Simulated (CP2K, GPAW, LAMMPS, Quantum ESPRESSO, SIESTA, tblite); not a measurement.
# Running amorphous SiO1.7 (154 atoms) with GPAW

How near does GPAW come to plane waves for amorphous SiO1.7 (154 atoms)?

Method: the method is named at each step, in GPAW 26.7.0.

### 1. Starting point

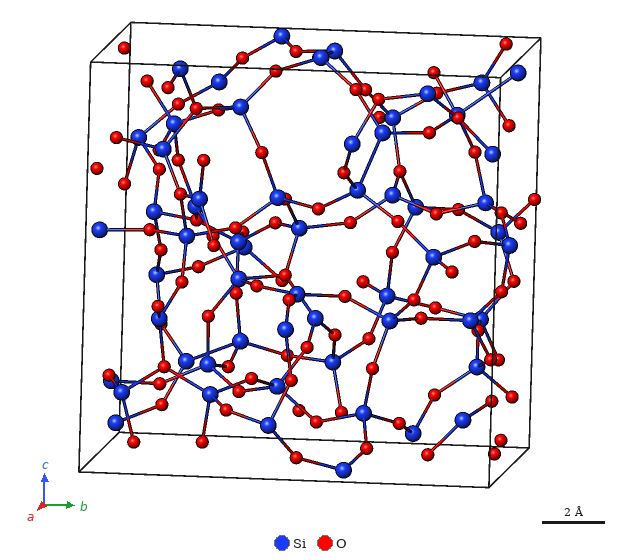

The starting structure, seen slightly off an axis (silicon blue, oxygen red). Bonds to atoms that aren't drawn are left out. Some periodic images of atoms are drawn too.

The cell holds 154 atoms: 57 Si and 97 O. Its edges and angles: a = 13.312 Å, b = 13.312 Å, c = 13.312 Å, α = 90.0°, β = 90.0°, γ = 90.0°. 154 atoms (57 Si, 97 O) placed at random at 2.22 g/cm³, melted at 5000 K for 10 ps at fixed volume with the Tersoff Si-O potential (Munetoh et al., Comput. Mater. Sci. 39, 334 (2007)). Quenched from 5000 K to 100 K at 10 K/ps and fixed volume, held 5 ps.

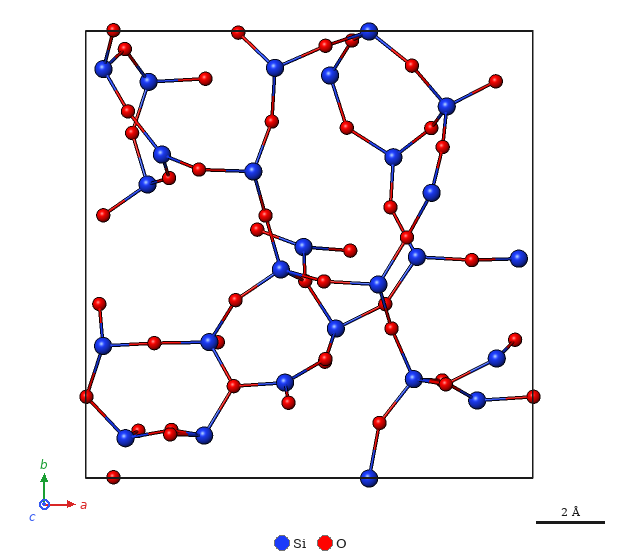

A slice 6 Å thick through the middle of the cell. Bonds to atoms that aren't drawn are left out.

The yardstick, on the same geometry:

| Item | Value |
| --- | --- |
| method | Kohn-Sham DFT, PBE, SSSP efficiency 1.3.0 pseudopotentials, plane waves (Quantum ESPRESSO 7.5); sssp-pbe-1.3.0-efficiency, cutoffs 60/480 Ry, Γ point |
| r.m.s. force component | 1.344 eV/Å |
| longest force | 5.621 eV/Å |
| pressure | 3.582 GPa |
| time | 39 min on 2 MPI ranks of Arm Neoverse V2, shared host |
| CPU time | 78 min |

### 2. PBE, LCAO dzp, h 0.18 Å

Method: Kohn-Sham DFT, PBE, PAW, atomic orbitals (dzp).

The input, run.py:

```python
import numpy as np
from ase.io import read
from gpaw import GPAW, FermiDirac
from ase.parallel import parprint as print

atoms = read("structure.xyz")
atoms.calc = GPAW(
    mode="lcao",
    basis="dzp",
    h=0.18,
    xc="PBE",
    kpts={"size": (1, 1, 1), "gamma": True},
    occupations=FermiDirac(0.05),
    maxiter=200,
    symmetry={"point_group": False},
    txt="gpaw.txt",
)
energy = atoms.get_potential_energy(force_consistent=True)
forces = atoms.get_forces()
print(f"energy {energy:.6f} eV")
print("forces (eV/A)")
for i, (a, f) in enumerate(zip(atoms, forces)):
    print(f"{i:4d} {a.symbol:2s} {f[0]:10.5f} {f[1]:10.5f} {f[2]:10.5f}")
print(f"Fermi level {atoms.calc.get_fermi_level():.4f} eV")
for k in range(len(atoms.calc.get_ibz_k_points())):
    for s in range(atoms.calc.get_number_of_spins()):
        e = atoms.calc.get_eigenvalues(kpt=k, spin=s)
        n = np.searchsorted(e, atoms.calc.get_fermi_level())
        print(f"k {k} spin {s} levels about the Fermi level:", np.round(e[max(n - 6, 0):n], 4).tolist(), "|", np.round(e[n:n + 6], 4).tolist())
```

The input, structure.xyz:

```xyz
154
Lattice="13.31250 0.00000 0.00000 0.00000 13.31250 0.00000 0.00000 0.00000 13.31250" Properties=species:S:1:pos:R:3 pbc="T T T"
Si 7.27408 11.98498 4.78678
Si 3.52568 1.26522 7.55631
Si 13.02388 8.53411 10.94753
Si 1.36227 0.49043 9.72571
Si 5.80718 6.20988 7.42318
Si 3.47230 0.21353 0.65404
Si 2.26632 9.63066 7.89591
Si 8.71410 5.76152 8.68321
Si 11.69090 8.42908 0.22139
Si 6.48505 6.87737 4.58948
Si 3.68077 4.04527 6.68940
Si 6.19537 10.12788 0.94545
Si 6.44924 11.28634 11.35503
Si 12.96185 12.37610 2.11908
Si 4.53038 7.07160 13.09005
Si 9.15900 9.55025 4.86545
Si 1.18162 1.18481 5.27987
Si 1.87094 11.79541 4.29128
Si 0.40337 2.96057 11.52956
Si 10.00008 2.12374 10.24437
Si 10.74771 11.06349 7.14801
Si 8.85002 4.48285 11.59053
Si 6.66371 3.45073 2.98453
Si 7.02434 2.16634 10.78352
Si 11.78156 12.97955 10.66917
Si 2.89187 8.85840 10.83038
Si 8.98900 8.76668 1.82102
Si 7.44541 4.44837 5.86762
Si 7.34743 0.39738 2.39652
Si 1.83819 8.74139 4.93747
Si 11.65469 2.30865 4.90526
Si 11.05869 3.97405 2.44923
Si 5.63438 12.21102 8.46143
Si 0.51386 3.93198 6.21467
Si 0.52624 12.17721 7.00770
Si 9.76738 2.94326 7.43051
Si 10.53125 1.04969 2.35538
Si 2.35498 2.33475 2.62123
Si 10.93089 2.68739 12.96345
Si 8.43640 13.29706 7.38910
Si 3.81962 7.23148 2.92516
Si 13.02042 10.93635 12.66897
Si 6.30161 13.20800 12.78333
Si 4.98873 9.12718 8.53331
Si 12.89542 6.53138 4.83244
Si 1.93963 11.62660 11.97885
Si 9.86017 6.58383 5.68843
Si 4.88116 12.01107 3.05176
Si 5.93365 2.83916 8.02025
Si 2.10311 5.11120 13.26298
Si 13.09870 6.08022 1.72157
Si 3.65881 4.19890 3.47084
Si 8.64953 9.09244 10.90600
Si 7.81990 6.94580 13.18776
Si 10.29762 8.49138 9.17657
Si 12.23712 3.55856 8.89421
[... 94 atom lines left out ...]
O 12.87013 11.25918 0.94545
O 8.91751 5.17856 5.81650
O 11.05403 2.45602 3.29325
O 0.40284 5.18109 5.16445
```

On the command line:

```console
$ OMP_NUM_THREADS=1 mpirun -np 4 gpaw python run.py > output.txt
```

Output:

```text
energy -1015.592668 eV
forces (eV/A)
   0 Si   -2.48454   -1.95979    3.78357
   1 Si   -2.42809   -3.24161    1.37770
   2 Si   -0.27443   -2.20376   -2.29491
   3 Si   -0.27377    0.20763   -0.17522
   4 Si    0.17845    2.89785    3.24422
   5 Si    0.29366    0.00306    0.73718
   6 Si   -3.10135   -0.03844   -1.07534
   7 Si    1.09838   -0.87744    0.02594
   8 Si   -0.78234   -1.34667    1.52851
   9 Si   -0.71132    6.00981    0.78976
  10 Si   -2.36844    2.39444   -2.47814
  11 Si   -1.47016   -3.53395   -0.63146
  12 Si    0.59873    2.57359    1.41854
  13 Si    1.77289    1.53835   -1.27060
  14 Si   -0.01221    1.20603    0.18485
  15 Si    0.40645   -0.55316    0.94432
  16 Si    0.98311    0.29923    0.68188
  17 Si    2.39466   -1.38946   -2.51218
  18 Si    1.90852   -1.85021   -0.31693
  19 Si   -0.54286   -2.24149    0.32787
  20 Si    0.02671    0.56268   -0.45667
  21 Si   -2.76365    1.05020   -1.12518
  22 Si   -0.01127   -0.56602   -0.11917
  23 Si    0.87459    0.07922    1.63010
[...]
146 O     0.38497    0.13683    0.06904
 147 O    -0.61497   -0.60077   -1.05735
 148 O     1.78964   -1.19794   -1.76589
 149 O     0.58214   -1.14957   -0.50994
 150 O    -0.83239   -1.51154    0.88102
 151 O     0.21681    1.11085   -4.07458
 152 O    -1.67349    0.59870   -3.18585
 153 O     0.92638   -1.17435   -0.14933
Fermi level 5.1778 eV
k 0 spin 0 levels about the Fermi level: [4.9367, 4.9869, 5.0211, 5.0666, 5.1051, 5.1492] | [5.1926, 5.2507, 5.3082, 5.3559, 5.4617, 5.4761]
```

gpaw.txt:

```text
Input parameters:
  mode=LCAO(),
  basis={'default': 'dzp'},
  h=0.18,
  kpts=MonkhorstPack(size=(1, 1, 1), gamma=True),
  maxiter=200,
  occupations=Occupations(name='fermi-dirac', width=0.05, fixmagmom=False),
  symmetry=Symmetry(point_group=False),
  xc=XC(name='PBE')
Unit cell  # Å
| periodic |         x |         y |         z |   lengths |    angles |
|----------|-----------|-----------|-----------|-----------|-----------|
|      yes | 13.312500 |  0.000000 |  0.000000 | 13.312500 | 90.000000 |
|      yes |  0.000000 | 13.312500 |  0.000000 | 13.312500 | 90.000000 |
|      yes |  0.000000 |  0.000000 | 13.312500 | 13.312500 | 90.000000 |
Number of symmetries: 1
Symmetry operations  # r_c * U_cc + t_c -> r_c
|   | kind |            matrix            |
|---|------|------------------------------|
| 0 |  E   |  1, 0, 0,  0, 1, 0,  0, 0, 1 |
BZ-sampling:
  Number of BZ points: 1
  Number of IBZ points: 1
  Monkhorst-Pack size: [1, 1, 1]
  Monkhorst-Pack shift: [0, 0, 0]
[... lines left out ...]
      Number of RI-basis functions 0
Reference energy: -647484.295473  # eV
eigensolver:
density mixing:
  MSR1-Mixer
occupation numbers:
  Fermi-Dirac:
    width: 0.0500  # eV
FastPoissonSolver using
    Stencil: 6*3+1=19 point O(h^6) finite-difference Laplacian
xc functional:
  name: PBE with 2 nearest neighbor stencil
interpolation: tri-quintic # 5. degree polynomial
Initialization done in: 3.985 s
convergence criteria:
- Maximum [total energy] change in last 3 cyles: 0.0005 eV / valence electron
- Maximum integral of absolute [dens]ity change: 0.0001 electrons / valence electron
- Maximum integral of absolute [eigenst]ate change: 4e-08 eV^2 / valence electron
maximum number of iterations: 200
SCF iterations
|iter     |      energy | eigst |  dens |
|---------|-------------|-------|-------|
|iter:   1|-1110.893289 |      c|       |
|iter:   2|-1085.330786 |      c| -0.78 |
|iter:   3|-1043.629399 |      c| -0.83 |
|iter:   4|-1031.945796 |      c| -1.23 |
[...]
|iter:  11|-1015.687783 |      c| -2.06 |
|iter:  12|-1015.530634 |      c| -2.24 |
|iter:  13|-1015.475998c|      c| -2.38 |
|iter:  14|-1015.442234c|      c| -2.60 |
|iter:  15|-1015.430083c|      c| -2.78 |
[...]
|iter:  22|-1015.423490c|      c| -3.91 |
|iter:  23|-1015.423439c|      c| -3.81 |
|iter:  24|-1015.423399c|      c| -4.31c|
Converged in 24 steps
SCF loop duration: 187.053 s (7.794 s/step)
Energy contributions relative to reference atoms: (reference = -647484.295473)
Energy contributions:
  Kinetic:        1199.323139
  Coulomb:       -1015.854868
  Zero:             16.889290
  External:          0.000000
  Xc:            -1215.611691
  Entropy:          -0.338537
  Spinorbit:         0.000000
  ----------------------------
  Free energy:   -1015.592668
  Extrapolated:  -1015.423399
dipole moment: (69.486819, 85.724062, 91.654314)  # |e|*Ang
Fermi level: 5.178
Eigenvalues  # (at kpt = [0.000, 0.000, 0.000])
| band index |      eig [eV] | occ [0-2] |
|------------|---------------|-----------|
|          0 |       -21.207 |     2.000 |
|        ... |               |           |
|        397 |         4.618 |     2.000 |
|        398 |         4.768 |     1.999 |
[...]
|        412 |         5.600 |     0.000 |
|        ... |               |           |
|        489 |         9.524 |     0.000 |
Gap: 0.043 eV
Transition (v -> c):
  (s=0, k=0, n=404, [0.00, 0.00, 0.00]) -> (s=0, k=0, n=405, [0.00, 0.00, 0.00])
No difference between direct/indirect transitions
Force computation time: 11.542  # s
```

Wall time 3.4 min (4 MPI ranks of Arm Neoverse V2, shared host); peak memory 4.2 GiB.

Banners, paths, timers and routine set-up lines are dropped from the logs unmarked, and long logs keep their key lines alone; longer cuts are marked.

Compared with the plane-wave run:

```yaml
r_m_s_force_component: 1.421 eV/Å
r_m_s_difference_of_force_components: 297.7 meV/Å
longest_difference_of_force_vectors: 1057 meV/Å
force_difference_over_r_m_s_force: 22.15 %
slope_of_forces_against_the_reference_s: 1.034
correlation_of_force_components: 0.9784
spacing_of_highest_filled_and_lowest_empty_level: 0.0434 eV
```

Length of the force difference by element (eV/Å):

```tsv
element	atoms	mean	most
O	97	0.53	0.78
Si	57	0.36	1.1
```

Levels nearest the highest filled one (eV from it): -0.21, -0.16, -0.13, -0.08, -0.04, 0.00, 0.04, 0.10, 0.16, 0.21, 0.31, 0.33.

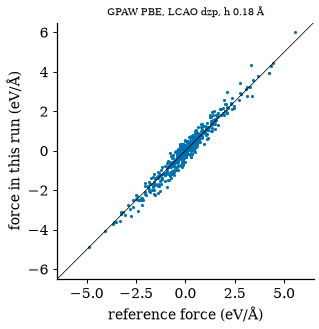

Force components against those of the reference; the line marks equality.

The surroundings of Si10, which bears the longest force, nearest first, numbered as they follow in the input and with coordinates relative to it.

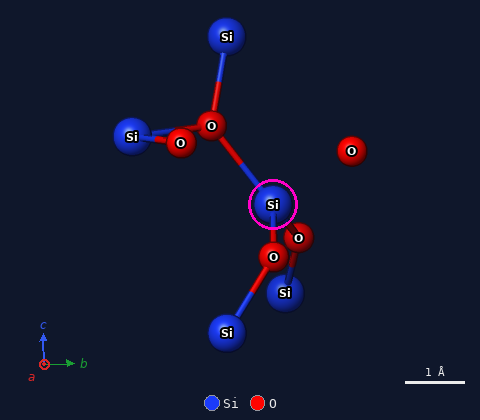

The atoms of the table, within 3.2 Å (arrows a, b, c point along x, y, z); some may hide others; the central atom is ringed.

```tsv
atom	x	y	z	distance (Å)	Fx	Fy	Fz (eV/Å)
Si10	0.00	0.00	0.00	0.00	-0.71	6.01	0.79
O78	-1.38	0.52	-0.65	1.61	-1.43	-0.19	-1.38
O149	1.39	-0.11	-0.81	1.61	1.79	-1.20	-1.77
O100	0.05	-1.01	1.37	1.71	-0.73	-2.10	0.32
Si28	0.96	-2.43	1.28	2.91	2.01	-2.42	-0.76
Si5	-0.68	-0.67	2.83	2.99	0.18	2.90	3.24
O98	2.59	1.19	1.01	3.02	-0.08	0.03	0.74
Si57	2.07	-0.98	-2.04	3.07	0.16	-2.94	1.81
Si41	-2.67	0.35	-1.66	3.16	-0.84	0.59	-0.54
O152	2.43	-1.70	1.23	3.21	0.22	1.11	-4.07
```

Atoms are counted from 1 here, from 0 in the log.

Forces lie 22 % from the reference's, at 0.18 times its CPU time (on 4 against 2 cores).

The forces add up to 0.68 eV/Å instead of zero, usually a sign of too coarse a grid.

### 3. Results

* force difference from the reference: GPAW PBE, LCAO dzp, h 0.18 Å, 22 %
* its CPU time: 14 min

What this shows: The PBE run in local orbitals differs by 22 % (GPAW PBE, LCAO dzp, h 0.18 Å); basis, grid and potentials can all enter. One electronic-structure run takes under half the reference's CPU time: GPAW PBE, LCAO dzp, h 0.18 Å, at 22 % in 14 min against 78 min. The quench rate of 10 K/ps is many orders above laboratory rates, so the cell is likely richer in defects and strain than a real sample. The network of bonds at the start is that of the classical potential that made the cell, and needn't be the one that DFT or experiment would give. The electronic-structure runs sample only Γ, in a cell whose shortest periodic width is 13 Å, which is coarse for a cell with partly filled levels.

[Also dropped from logs without a mark: logging warnings of Python, and SIESTA's first energy breakdown and zero terms.]

[Logs are printed without paths, hosts, clocks, repeated set-up lines and the standing remarks that a program may print on its own settings, such as how far it seeks lower states.]

[Hosts, paths, dates, database ids (printed as entryN), source tags and the programs' standing remarks are cut or masked in the printed files.]
